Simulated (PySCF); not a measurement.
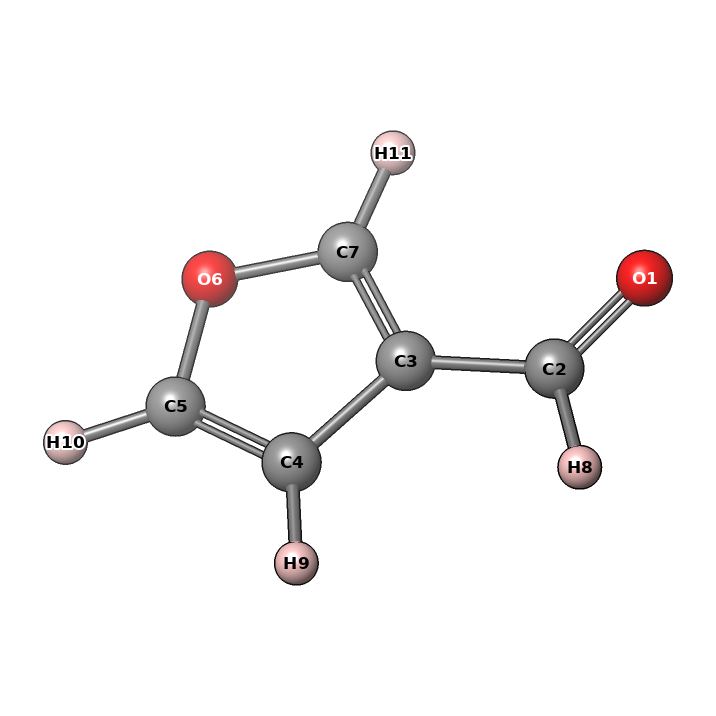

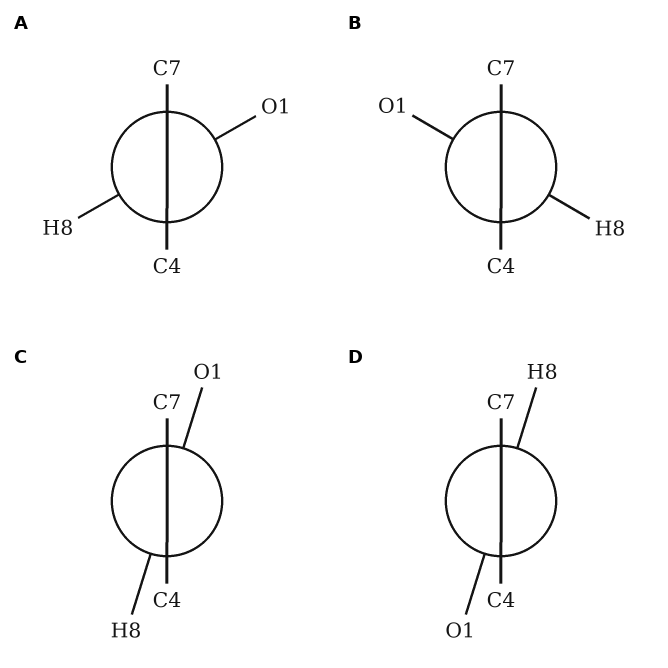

Atoms fade into the background with distance from the viewer. Bonds that would overlap in a projection are set slightly apart. The computed structure is the end point of a PBE0-D3(BJ)/def2-SVP optimisation. No frequency run is at hand to confirm it as a minimum.

Question: Which Newman projection shows the view along C3–C2, with C3 in front?

Answer: C. The torsion angle C4–C3–C2–O1 is 180°, antiperiplanar (anti).
